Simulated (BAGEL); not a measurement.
**C2F4O (trifluoroacetyl fluoride), step by step**

Wanted: the energy (HF/def2-SV(P)), then a single-point energy (NEVPT2(2,2)/def2-SV(P)) of C2F4O (trifluoroacetyl fluoride). 

Program for the calculation: BAGEL 1.2.2.

2 further runs of the same task are left out: 2 set aside as unsound or not needed.

### Step 1. The system as given

The species is C2F4O (7 atoms), meant as a singlet with charge 0. SMILES: `O=C(F)C(F)(F)F`. The C2–C4 distance was set to 2.467 Å, away from the relaxed value. At this shape a bond of the SMILES string is far longer than usual.

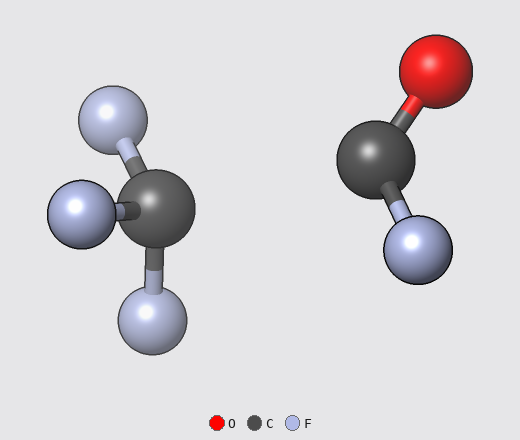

The structure, seen from a chosen angle (oxygen red, carbon dark grey, fluorine light blue).

### Step 2. The energy at HF/def2-SV(P) (density fitting with svp-jkfit) (run 1)

Contents of job.json:

```json
{ "bagel": [

{
  "title": "molecule",
  "basis": "def2-sv_p_.json",
  "df_basis": "svp-jkfit",
  "geometry": [
    { "atom": "O", "xyz": [     2.08564915,    -4.16902307,     2.16580944 ] },
    { "atom": "C", "xyz": [     0.24845741,    -3.03885346,     1.66316119 ] },
    { "atom": "F", "xyz": [    -2.06800667,    -3.80022412,     2.23897964 ] },
    { "atom": "C", "xyz": [     0.03429853,     1.04284536,    -0.57908767 ] },
    { "atom": "F", "xyz": [    -1.31880207,     0.79041575,    -2.68103004 ] },
    { "atom": "F", "xyz": [    -1.06642914,     2.76198591,     0.88596030 ] },
    { "atom": "F", "xyz": [     2.32578043,     1.82092120,    -1.17127115 ] }
  ]
},

{ "title": "hf" },

{ "title": "print", "file": "orbitals.molden", "orbitals": true }

]}
```

The basis set def2-SV(P) is read from a file made from the Basis Set Exchange's data (not shown).

On the command line:

```
$ BAGEL_NUM_THREADS=1 BAGEL job.json > job.out
```

The program printed:

```text
* using 1 threads per process

  ===============================================================
  ===============================================================

  *** Geometry ***

  { "atom" : "O", "xyz" : [      2.085649,     -4.169023,      2.165809 ] },
  { "atom" : "C", "xyz" : [      0.248457,     -3.038853,      1.663161 ] },
  { "atom" : "F", "xyz" : [     -2.068007,     -3.800224,      2.238980 ] },
  { "atom" : "C", "xyz" : [      0.034299,      1.042845,     -0.579088 ] },
  { "atom" : "F", "xyz" : [     -1.318802,      0.790416,     -2.681030 ] },
  { "atom" : "F", "xyz" : [     -1.066429,      2.761986,      0.885960 ] },
  { "atom" : "F", "xyz" : [      2.325780,      1.820921,     -1.171271 ] },

  Number of auxiliary basis functions:      535

  Since a DF basis is specified, we compute 2- and 3-index integrals:
    o Being stored without compression. Storage requirement is 0.041 GB

  Number of basis functions:       98
  Number of electrons      :       56

    * METHOD: MOLECULE                             0.29

  *** RHF ***

  === Nuclear Repulsion ===
   299.4662199613

      * DIIS with orbital gradients will be used.

  === RHF iteration (def2-sv_p_.json) ===
      0       -547.33692696          0.02459893           0.11
      1       -547.51173297          0.02034734           0.10
      2       -547.75891156          0.00196341           0.10
      3       -547.76265103          0.00102034           0.10
      4       -547.76381140          0.00025647           0.10
      5       -547.76395279          0.00013075           0.10
      6       -547.76398629          0.00006358           0.10
      7       -547.76399833          0.00001905           0.10
      8       -547.76399895          0.00000873           0.10
      9       -547.76399903          0.00000386           0.10
     10       -547.76399905          0.00000165           0.10
     11       -547.76399905          0.00000055           0.10
     12       -547.76399905          0.00000025           0.10
     13       -547.76399905          0.00000010           0.10
     14       -547.76399905          0.00000006           0.10
     15       -547.76399905          0.00000003           0.10
     16       -547.76399905          0.00000002           0.10
     17       -547.76399905          0.00000001           0.10
    * SCF iteration converged.

    * Permanent dipole moment:
           (    0.243447,    -0.244108,     0.119196) a.u.

    * METHOD: HF                                   2.00

    * METHOD: PRINT                                0.02

  ===============================================================
```

Wall time 2.5 s (1 thread of Arm Neoverse V1, shared host); peak memory 0.15 GiB.

### Step 3. A single-point energy at NEVPT2(2,2)/def2-SV(P) (density fitting with svp-jkfit) (run 2)

Contents of calc.json:

```json
{ "bagel" : [

{
  "title" : "molecule",
  "basis" : "def2-sv_p_.json",
  "df_basis" : "svp-jkfit",
  "angstrom" : false,
  "geometry" : [
    { "atom" : "O", "xyz" : [  2.08564915, -4.16902307,  2.16580944 ] },
    { "atom" : "C", "xyz" : [  0.24845741, -3.03885346,  1.66316119 ] },
    { "atom" : "F", "xyz" : [ -2.06800667, -3.80022412,  2.23897964 ] },
    { "atom" : "C", "xyz" : [  0.03429853,  1.04284536, -0.57908767 ] },
    { "atom" : "F", "xyz" : [ -1.31880207,  0.79041575, -2.68103004 ] },
    { "atom" : "F", "xyz" : [ -1.06642914,  2.76198591,  0.88596030 ] },
    { "atom" : "F", "xyz" : [  2.32578043,  1.82092120, -1.17127115 ] }
  ]
},
{
  "title" : "hf"
},
{
  "title" : "casscf",
  "nstate" : 1,
  "nact" : 2,
  "nclosed" : 27,
  "active" : [28, 29],
  "maxiter" : 200,
  "natocc" : true
},
{
  "title" : "nevpt2",
  "nstate" : 1,
  "nact" : 2,
  "nclosed" : 27,
  "active" : [28, 29],
  "maxiter" : 200,
  "natocc" : true,
  "ncore" : 7
},
{
  "title" : "print",
  "file" : "orbitals.molden",
  "orbitals" : true
}

]}
```

The basis set def2-SV(P) is read from a file made from the Basis Set Exchange's data (not shown).

On the command line:

```
$ BAGEL_NUM_THREADS=1 BAGEL calc.json > calc.out
```

The program printed:

```text
* using 1 threads per process

  ===============================================================
  ===============================================================

  *** Geometry ***

  { "atom" : "O", "xyz" : [      2.085649,     -4.169023,      2.165809 ] },
  { "atom" : "C", "xyz" : [      0.248457,     -3.038853,      1.663161 ] },
  { "atom" : "F", "xyz" : [     -2.068007,     -3.800224,      2.238980 ] },
  { "atom" : "C", "xyz" : [      0.034299,      1.042845,     -0.579088 ] },
  { "atom" : "F", "xyz" : [     -1.318802,      0.790416,     -2.681030 ] },
  { "atom" : "F", "xyz" : [     -1.066429,      2.761986,      0.885960 ] },
  { "atom" : "F", "xyz" : [      2.325780,      1.820921,     -1.171271 ] },

  Number of auxiliary basis functions:      535

[... 21 lines left out ...]
    * SCF iteration converged.
[... 1 line left out ...]
    * Permanent dipole moment:
[... 27 lines left out ...]
    * Second-order optimization converged. *

     guess   0:   closed 1.                   open ..

  === FCI iteration ===

      0  0      -547.75862282     9.06e-02      0.00
      1  0      -547.82629135     5.43e-03      0.00
      2  0 *    -547.82655663     1.08e-15      0.00

     * ci vector, state   0, <S^2> = 0.0000
       2.     0.9362358631
       .2    -0.3513721798

    * METHOD: CASSCF                               5.23

    * freezing 7 orbitals

  === DF-NEVPT2 calculation ===

    * 3-index integral transformation done
    * assembly done

      NEVPT2 correlation energy:   -1.1424381226      0.41

          (+0)     -1.0095640497
          (+0)'    -0.0186948010
          (+1)     -0.0558124542
          (+1)'    -0.0000000000
          (+2)     -0.0009364095
          (-1)     -0.0554723489
          (-1)'     0.0000000000
          (-2)     -0.0019580592

      NEVPT2 total energy:       -548.9689947494

    * METHOD: NEVPT2                               0.62

    * METHOD: PRINT                                0.02

  ===============================================================
```

Wall time 8.4 s (1 thread of Arm Neoverse V1, shared host); peak memory 0.16 GiB.

### Step 4. What came out

```
                                   quantity          value
         run 1, HF/def2-SV(P): total energy  -547.76400 Eh
        run 1, HF/def2-SV(P): dipole moment         0.93 D
          run 1, HF/def2-SV(P): HOMO energy      -11.55 eV
          run 1, HF/def2-SV(P): LUMO energy        0.10 eV
        run 1, HF/def2-SV(P): HOMO–LUMO gap       11.65 eV
run 2, NEVPT2(2,2)/def2-SV(P): total energy  -548.96899 Eh
```
